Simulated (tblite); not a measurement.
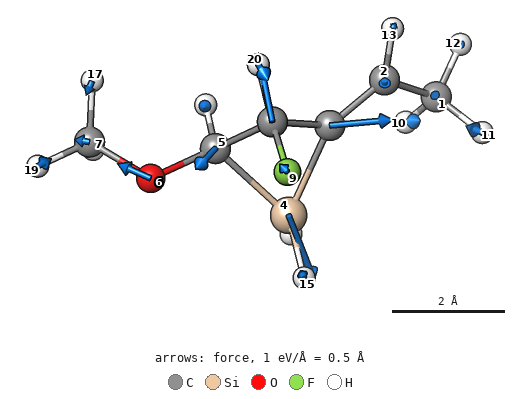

Starting geometry of C₆H₁₁FOSi with the computed forces as blue arrows. Style: ball-and-stick. Shown at a tilt.

Method: tblite, GFN2-xTB geometry optimisation, gas phase. 

What follows when this structure is relaxed?

Answer. It isn't relaxed: the largest force vector, on the Si atom, is 3.11 eV/Å. The final displacements have little in common with the starting forces (cosine between the two patterns 0.06). After 198 geometry steps the energy has fallen by 1.174 eV. The F atom moves most after the best rigid fit: 2.58 Å. By element the largest moves are F 2.58 Å, H 2.51 Å, C 1.70 Å, Si 1.25 Å, O 0.59 Å. Near-neighbour distances that change, for instance: C–Si 1.847 → 1.930 Å, C–Si 1.833 → 1.889 Å, C–C 1.513 → 1.489 Å, C–H 1.117 → 1.093 Å. Among the angles between lasting bonds that change: Si–C–O 117.1° → 105.2°, C–C–C 87.3° → 98.6°, Si–C–H 112.3° → 122.7°. Groups turn about C–C by about 70°, C–C by about 65°, C–Si by about 55°.
